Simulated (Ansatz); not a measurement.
SiC: response to strain

Start from SiC (space group P6_3mc, No. 186; a = 3.0941 Å, c = 10.1292 Å).

Strains are applied to the cell and any free atomic positions relax.

Calculations: PBE (Ansatz, a quantum-chemistry and plane-wave program, PAW, spin-orbit coupling left out), earlier PAW set.

Notes on the quantities. energy relative to the base: free energy F.

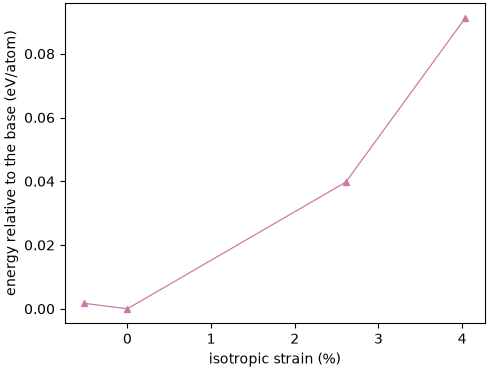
Energy relative to the base against isotropic strain

```csv
isotropic strain (%),energy relative to the base
-0.52,+1.7 meV/atom
2.61,+40 meV/atom
4.04,+91 meV/atom
```

No phonon test of stability was made.
